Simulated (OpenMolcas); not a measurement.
**Multiconfigurational calculation for Ta³⁺ complex**

System: Ta³⁺ with 4 ligands (Cl; tetrahedron, 2.35 Å), neutralised by 4 outer point charges of +0.25 e, whose field is part of the energies.
Method: state-averaged CASSCF, active space 2 electrons in the shell 5d, basis ANO-RCC-VTZP on the metal and ANO-RCC-VDZP on the ligands, DKH2 scalar Hamiltonian, spin-orbit coupling by RASSI with atomic mean-field integrals (OpenMolcas).

### The input
```
&GATEWAY
Coord
5

Ta 0.0 0.0 0.0
Cl 1.356773 1.356773 1.356773
Cl 1.356773 -1.356773 -1.356773
Cl -1.356773 1.356773 -1.356773
Cl -1.356773 -1.356773 1.356773
Basis=Ta.ANO-RCC-VTZP,Cl.ANO-RCC-VDZP
Group=NoSym
NoMove
AngMom=0.0 0.0 0.0
AMFI
RICD
XField
4 Angstrom 0
3.204294 3.204294 3.204294 0.250000
3.204294 -3.204294 -3.204294 0.250000
-3.204294 3.204294 -3.204294 0.250000
-3.204294 -3.204294 3.204294 0.250000
&SEWARD
&RASSCF
FileOrb=start.orb
Symmetry=1
Spin=3
nActEl=2 0 0
Inactive=70
Ras2=5
CIRoot=10 10 1
SDav=10
CIMx=300
Iter=150 100
PrWF=0.3
OrbListing=Nothing
MaxOrb=0
LevShft=1.0
>>> COPY $Project.JobIph JOB001
&RASSCF
FileOrb=start.orb
Symmetry=1
Spin=1
nActEl=2 0 0
Inactive=70
Ras2=5
CIRoot=15 15 1
SDav=15
CIMx=300
Iter=150 100
PrWF=0.3
OrbListing=Nothing
MaxOrb=0
LevShft=1.0
>>> COPY $Project.JobIph JOB002
&RASSI
NrOfJobIphs=2 10 15
1 2 3 4 5 6 7 8 9 10
1 2 3 4 5 6 7 8 9 10 11 12 13 14 15
IphNames
JOB001
JOB002
EJob
SpinOrbit
DIPRint=1.0
SOCoupling=1000.0
Subsets=2
Property=9
'ANGMOM' 1 'ANGMOM' 2 'ANGMOM' 3 'MLTPL  1' 1 'MLTPL  1' 2 'MLTPL  1' 3
'AMFI' 1 'AMFI' 2 'AMFI' 3
SOProperty=3
'ANGMOM' 1 'ANGMOM' 2 'ANGMOM' 3
```

The file start.orb holds starting orbitals from an earlier step. A driver script formed the levels outside the program, from RASSI's spin-orbit matrix and the active-space energies, averaged over the components of each term or state.

Hardware: 1 thread of Arm Neoverse V1, 24 GiB of memory available, shared host.

Command:
```bash
OMP_NUM_THREADS=1 MOLCAS_MEM=2457 MOLCAS_PROJECT=a pymolcas a.inp > a.log  # once for each step of the input, in one work folder
```

### Log (extracts)
```
--- SEWARD ---
Basis set label: TA.ANO-RCC...8S7P5D3F2G1H.

      Electronic valence basis set:
      ------------------
      Associated Effective Charge  73.000000 au
      Associated Actual Charge     73.000000 au
      Nuclear Model: Point charge

      Shell  nPrim  nBasis  Cartesian Spherical Contaminant
         s      24       8        X
         p      21       7        X
         d      15       5                 X
         f      11       3                 X
         g       4       2                 X
         h       2       1                 X
                  Relativistic Douglas-Kroll-Hess integrals:
                    - DKH order of Hamiltonian: 2
                    - DKH order of Properties : 0
                  Atomic mean-field integrals
--- RASSCF ---
Wave function specifications:
      -----------------------------

      Number of closed shell electrons         140
      Number of electrons in active shells       2
      Max number of holes in RAS1 space          0
      Max nr of electrons in RAS3 space          0
      Number of inactive orbitals               70
      Number of active orbitals                  5
      Number of secondary orbitals             101
      Spin quantum number                      1.0
      State symmetry                             1
Orbital specifications:
      -----------------------

      Symmetry species                           1
                                                 a
      Frozen orbitals                            0
      Inactive orbitals                         70
      Active orbitals                            5
      RAS1 orbitals                              0
      RAS2 orbitals                              5
      RAS3 orbitals                              0
      Secondary orbitals                       101
      Deleted orbitals                           0
      Number of basis functions                176
      Number of CSFs                            10
      Number of root(s) required                10
      Iter CI   SX   CI       RASSCF       Energy    max ROT     max BLB   max BLB  Level Ln srch  Step   QN
          iter iter root      energy       change     param      element    value   shift minimum  type update
 Nr of preliminary CI iterations:   1
      Total energies have been shifted. Add               -17000.00 au
        1   1   16    0  -433.54906110    0.00E+00  -7.63E-02   57  72 1  9.66E-02*  0.79   0.00    SX    NO
        2   1   17    0  -433.97125786   -4.22E-01* -3.14E-02   25  77 1 -6.76E-02*  0.75   0.00    SX    NO
        3   1   16    0  -434.06684434   -9.56E-02* -2.54E-02   27  79 1  4.17E-02*  0.78   0.00    SX    NO
        4   1   16    0  -434.09037009   -2.35E-02* -2.09E-02   25  77 1 -4.12E-02*  0.79   0.00    SX    NO
        5   1   15    0  -434.09905550   -8.69E-03* -3.15E-02   27  79 1  3.57E-02*  0.79   1.41    QN   YES
        6   1   15    0  -434.10567385   -6.62E-03* -1.72E-02   27  79 1  1.17E-02*  0.79   1.35    QN   YES
        7   1   14    0  -434.10659247   -9.19E-04*  1.00E-02   32 129 1 -2.80E-03*  0.79   1.39    QN   YES
        8   1   13    0  -434.10679914   -2.07E-04*  5.65E-03   37 141 1 -1.19E-03*  0.79   1.45    QN   YES
        9   1   12    0  -434.10685529   -5.61E-05*  2.11E-03   27  79 1 -7.76E-04*  0.79   1.34    QN   YES
       10   1   11    0  -434.10686641   -1.11E-05*  8.56E-04   34 131 1  2.51E-04*  0.79   1.37    QN   YES
       11   1   10    0  -434.10686902   -2.61E-06*  3.68E-04   37 141 1  1.38E-04*  0.79   1.42    QN   YES
       12   1   10    0  -434.10686966   -6.40E-07* -1.22E-04   27  79 1  7.29E-05   0.79   1.33    QN   YES
       13   1    8    0  -434.10686978   -1.25E-07*  2.66E-05   27  79 1  2.52E-05   0.79   1.30    QN   YES
       14   1    7    0  -434.10686980   -2.11E-08* -1.92E-05   64 168 1 -1.21E-05   0.79   1.37    QN   YES
       15   1    6    0  -434.10686981   -4.55E-09  -1.14E-05   29  81 1 -5.51E-06   0.79   1.30    QN   YES
      Convergence after 15 iterations
       16   1    6    0  -434.10686981   -9.93E-10  -1.14E-05   29  81 1 -2.28E-06   0.79   1.30    QN   YES
      Natural orbitals and occupation numbers for root  1
      sym 1:   0.000000  -0.000000   1.000000   0.000000   1.000000
      Natural orbitals and occupation numbers for root  2
      sym 1:  -0.000000   0.254434   0.254434   0.745566   0.745566
      Natural orbitals and occupation numbers for root  3
      sym 1:  -0.000000   0.750605   0.249395   0.249395   0.750605
::    RASSCF root number  1 Total energy: -17434.15859910
::    RASSCF root number  2 Total energy: -17434.12348523
::    RASSCF root number  3 Total energy: -17434.12348523
::    RASSCF root number  4 Total energy: -17434.12348523
::    RASSCF root number  5 Total energy: -17434.10363529
::    RASSCF root number  6 Total energy: -17434.10363529
::    RASSCF root number  7 Total energy: -17434.10363529
::    RASSCF root number  8 Total energy: -17434.07624582
::    RASSCF root number  9 Total energy: -17434.07624582
::    RASSCF root number 10 Total energy: -17434.07624582
--- RASSCF ---
Wave function specifications:
      -----------------------------

      Number of closed shell electrons         140
      Number of electrons in active shells       2
      Max number of holes in RAS1 space          0
      Max nr of electrons in RAS3 space          0
      Number of inactive orbitals               70
      Number of active orbitals                  5
      Number of secondary orbitals             101
      Spin quantum number                      0.0
      State symmetry                             1
Orbital specifications:
      -----------------------

      Symmetry species                           1
                                                 a
      Frozen orbitals                            0
      Inactive orbitals                         70
      Active orbitals                            5
      RAS1 orbitals                              0
      RAS2 orbitals                              5
      RAS3 orbitals                              0
      Secondary orbitals                       101
      Deleted orbitals                           0
      Number of basis functions                176
      Number of CSFs                            15
      Number of root(s) required                15
      Iter CI   SX   CI       RASSCF       Energy    max ROT     max BLB   max BLB  Level Ln srch  Step   QN
          iter iter root      energy       change     param      element    value   shift minimum  type update
 Nr of preliminary CI iterations:   1
      Total energies have been shifted. Add               -17000.00 au
        1   1   14    0  -434.06868641    0.00E+00  -7.08E-03   75 100 1 -3.49E-03*  0.76   0.00    SX    NO
        2   1   13    0  -434.06909276   -4.06E-04*  4.03E-03   61  72 1 -2.67E-03*  0.76   0.00    SX    NO
        3   1   12    0  -434.06923694   -1.44E-04*  2.54E-03   61  72 1 -1.88E-03*  0.76   0.00    SX    NO
        4   1   12    0  -434.06929557   -5.86E-05*  1.55E-03   61  72 1 -1.35E-03*  0.76   0.00    SX    NO
        5   1   12    0  -434.06932073   -2.52E-05*  2.29E-03   61  72 1 -9.19E-04*  0.76   2.50    LS   YES
        6   1   11    0  -434.06933776   -1.70E-05*  9.66E-04   48  77 1 -1.71E-03*  0.76   1.21    QN   YES
        7   1   11    0  -434.06933979   -2.03E-06*  2.54E-04   48  77 1  1.51E-03*  0.76   0.64    QN   YES
        8   1   10    0  -434.06934125   -1.47E-06*  1.85E-04   71  95 1  6.99E-05   0.76   1.11    QN   YES
        9   1    9    0  -434.06934137   -1.12E-07*  2.77E-04   51  79 1 -6.15E-05   0.76   2.50    LS   YES
       10   1    9    0  -434.06934140   -3.08E-08* -6.64E-05   48  77 1 -2.14E-04*  0.76   0.63    QN   YES
       11   1    8    0  -434.06934143   -3.53E-08* -9.95E-05   51  79 1 -3.01E-05   0.76   2.50    LS   YES
       12   1    9    0  -434.06934139    4.31E-08* -5.85E-05   48  77 1  2.47E-04*  0.76   0.16    LS   YES
       13   1    7    0  -434.06934143   -3.92E-08*  5.12E-05   48  77 1  8.44E-05   0.76   2.50    QN   YES
       14   1    7    0  -434.06934144   -1.35E-08*  2.93E-05   48  77 1  9.26E-06   0.76   1.06    QN   YES
       15   1    7    0  -434.06934144   -1.18E-09   2.32E-05   59 128 1 -5.33E-06   0.76   2.50    QN   YES
      Convergence after 15 iterations
       16   1    7    0  -434.06934144   -5.17E-10   2.32E-05   48  77 1 -3.16E-06   0.76   2.50    QN   YES
      Natural orbitals and occupation numbers for root  1
      sym 1:   0.032517   0.012089   0.975221   0.975221   0.004953
      Natural orbitals and occupation numbers for root  2
      sym 1:   0.000522   0.020950   0.975221   0.975221   0.028086
      Natural orbitals and occupation numbers for root  3
      sym 1:   0.088439   0.088439   0.867341   0.867341   0.088439
::    RASSCF root number  1 Total energy: -17434.11830595
::    RASSCF root number  2 Total energy: -17434.11830595
::    RASSCF root number  3 Total energy: -17434.09032908
::    RASSCF root number  4 Total energy: -17434.08381453
::    RASSCF root number  5 Total energy: -17434.08381453
::    RASSCF root number  6 Total energy: -17434.08381453
::    RASSCF root number  7 Total energy: -17434.07820791
::    RASSCF root number  8 Total energy: -17434.07820791
::    RASSCF root number  9 Total energy: -17434.07820791
::    RASSCF root number 10 Total energy: -17434.05783335
::    RASSCF root number 11 Total energy: -17434.05783335
::    RASSCF root number 12 Total energy: -17434.04190546
::    RASSCF root number 13 Total energy: -17434.04190546
::    RASSCF root number 14 Total energy: -17434.04190546
::    RASSCF root number 15 Total energy: -17433.98573028
--- RASSI ---
SPIN-FREE ENERGIES:
  (Shifted by EMIN (a.u.) =     -17434.1585991007)

 SF State       Relative EMIN(au)   Rel lowest level(eV)    D:o, cm**(-1)

     1             0.0000000000        0.0000000000              0.0000
     2             0.0351138689        0.9554970503           7706.6034
     3             0.0351138689        0.9554970503           7706.6034
     4             0.0351138689        0.9554970503           7706.6034
    11             0.0402931538        1.0964325712           8843.3251
    12             0.0402931538        1.0964325712           8843.3251
     7             0.0549638152        1.4956416040          12063.1631
     5             0.0549638152        1.4956416040          12063.1631
     6             0.0549638152        1.4956416040          12063.1631
    13             0.0682700246        1.8577220090          14983.5385
    14             0.0747845744        2.0349919395          16413.3169
    15             0.0747845744        2.0349919395          16413.3169
    16             0.0747845744        2.0349919395          16413.3169
    17             0.0803911903        2.1875557296          17643.8269
    18             0.0803911903        2.1875557296          17643.8269
    19             0.0803911903        2.1875557296          17643.8269
     8             0.0823532833        2.2409470015          18074.4565
     9             0.0823532833        2.2409470015          18074.4565
    10             0.0823532833        2.2409470015          18074.4565
    20             0.1007657496        2.7419757323          22115.5257
    21             0.1007657496        2.7419757323          22115.5257
    22             0.1166936386        3.1753956711          25611.2933
    23             0.1166936386        3.1753956711          25611.2933
    24             0.1166936386        3.1753956711          25611.2933
    25             0.1728688242        4.7040003457          37940.3215
     Dipole printing threshold changed to   1.00000000E+00

++ Dipole transition strengths (spin-free states):
   -----------------------------------------------
     for osc. strength at least  1.00000000E+00

  ( Max oscillator strength is only    4.9967066566302728E-003 )
--
Eigenvalues of complex Hamiltonian:
   -----------------------------------
  (Shifted by EMIN (a.u.) =     -17434.1585991007)

 SO State       Relative EMIN(au)   Rel lowest level(eV)    D:o, cm**(-1)

     1            -0.0049020535        0.0000000011              0.0000
     2            -0.0049020535        0.0000000014              0.0000
     3            -0.0049020536        0.0000000000              0.0000
     4             0.0211573063        0.7091113079           5719.3684
     5             0.0211573063        0.7091113069           5719.3684
     6             0.0327649997        1.0249727351           8266.9626
     7             0.0342376951        1.0650468194           8590.1819
     8             0.0342376952        1.0650468208           8590.1819
     9             0.0342376953        1.0650468238           8590.1820
    10             0.0345551500        1.0736852075           8659.8552
    11             0.0345551500        1.0736852069           8659.8552
    12             0.0345551500        1.0736852069           8659.8552
    13             0.0455665957        1.3733219089          11076.5882
    14             0.0455665957        1.3733219086          11076.5882
    15             0.0519936118        1.5482099251          12487.1552
    16             0.0523584789        1.5581384666          12567.2343
    17             0.0523584789        1.5581384643          12567.2342
    18             0.0523584789        1.5581384656          12567.2343
    19             0.0560663714        1.6590353615          13381.0226
    20             0.0560663714        1.6590353607          13381.0226
    21             0.0579940991        1.7114915031          13804.1099
    22             0.0579940991        1.7114915029          13804.1099
    23             0.0579940990        1.7114915015          13804.1099
    24             0.0694045196        2.0219848643          16308.4078
    25             0.0694045196        2.0219848629          16308.4078
    26             0.0694045197        2.0219848647          16308.4078
    27             0.0732259192        2.1259704449          17147.1080
    28             0.0761497031        2.2055306556          17788.8044
    29             0.0761497031        2.2055306560          17788.8044
    30             0.0761497031        2.2055306565          17788.8044
    31             0.0799859377        2.3099199169          18630.7606
    32             0.0864720748        2.4864167008          20054.3031
    33             0.0864720748        2.4864167003          20054.3031
    34             0.0864720748        2.4864166996          20054.3031
    35             0.0872068542        2.5064110670          20215.5686
    36             0.0872068542        2.5064110653          20215.5686
    37             0.0918314636        2.6322530988          21230.5530
    38             0.0918314635        2.6322530963          21230.5530
    39             0.0918314635        2.6322530969          21230.5530
    40             0.1034927432        2.9495726808          23789.9081
    41             0.1034927432        2.9495726814          23789.9081
Weights of the five most important spin-orbit-free states for each spin-orbit state.

 SO State  Total energy (au)           Spin-free states, spin, and weights
 -------------------------------------------------------------------------------------------------------
    1        -0.004902       1 1.0  0.8873    3 1.0  0.0475    4 1.0  0.0458   14 0.0  0.0071   15 0.0  0.0043
    2        -0.004902       1 1.0  0.8873    2 1.0  0.0483    4 1.0  0.0312    3 1.0  0.0172   15 0.0  0.0082
    3        -0.004902       1 1.0  0.8873    2 1.0  0.0450    3 1.0  0.0320    4 1.0  0.0197   16 0.0  0.0114
    4         0.021157      12 0.0  0.2627    4 1.0  0.2510    3 1.0  0.1245    6 1.0  0.1096    2 1.0  0.0986
    5         0.021157      11 0.0  0.2627    2 1.0  0.2175    3 1.0  0.1916    5 1.0  0.0889    7 1.0  0.0836
    6         0.032765       3 1.0  0.3333    2 1.0  0.3333    4 1.0  0.3333    5 1.0  0.0000    7 1.0  0.0000
    7         0.034238       4 1.0  0.3598    2 1.0  0.2195    3 1.0  0.2032    1 1.0  0.1003    5 1.0  0.0429
    8         0.034238       4 1.0  0.3092    3 1.0  0.2899    2 1.0  0.1835    1 1.0  0.1003    6 1.0  0.0405
    9         0.034238       2 1.0  0.3795    3 1.0  0.2894    4 1.0  0.1136    1 1.0  0.1003    7 1.0  0.0431
   10         0.034555       4 1.0  0.4732    3 1.0  0.3546    2 1.0  0.1211    7 1.0  0.0175    5 1.0  0.0164
   11         0.034555       3 1.0  0.3688    2 1.0  0.3615    4 1.0  0.2187    5 1.0  0.0197    6 1.0  0.0186
   12         0.034555       2 1.0  0.4664    4 1.0  0.2570    3 1.0  0.2256    7 1.0  0.0207    6 1.0  0.0153
```

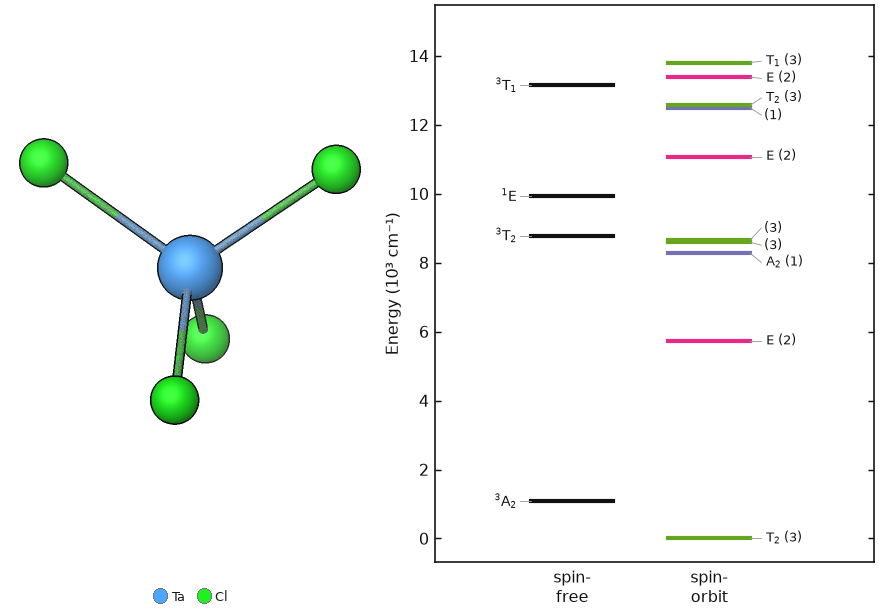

Fig. 1: Ta³⁺ (5d²) with 4 ligands, Cl⁻, at 2.35 Å (arrangement: tetrahedron, Td), neutralised by outer point charges of +0.25 e, and its levels. Labels give the representation in O, Td, D4 or D3 as the site allows (double group for half-integer spin) where it could be assigned and, in brackets, the degeneracy; spin-free states, where drawn, share the zero of the spin-orbit levels. The ground level is T₂, 3-fold degenerate, 99 % from states of spin multiplicity 3. The next level lies at 5,720 cm⁻¹ (E). The lowest spin-free state is ³A₂; of the same spin there follow at 7,710 cm⁻¹ (³T₂) and 12,100 cm⁻¹ (³T₁) above it. The active orbitals hold 73 to 87 % metal character (Löwdin), and the Mulliken charge of the metal is +1.32.

### Key numbers

- outcome: converged
- energy of the lowest spin-free term: −17434.15860 hartree
- energy of the lowest spin-orbit level: −17434.16350 hartree
- largest spread among components of a term: 0.0 cm⁻¹
- wall time: 2.3 min
- peak memory: 0.65 GiB

### Remarks

Without dynamic correlation the splittings between terms come out too large, often by 20 to 50 %. Caveats: covalent bonds, ligand orbitals missing from the active space; distances are set from ionic radii, not optimised.
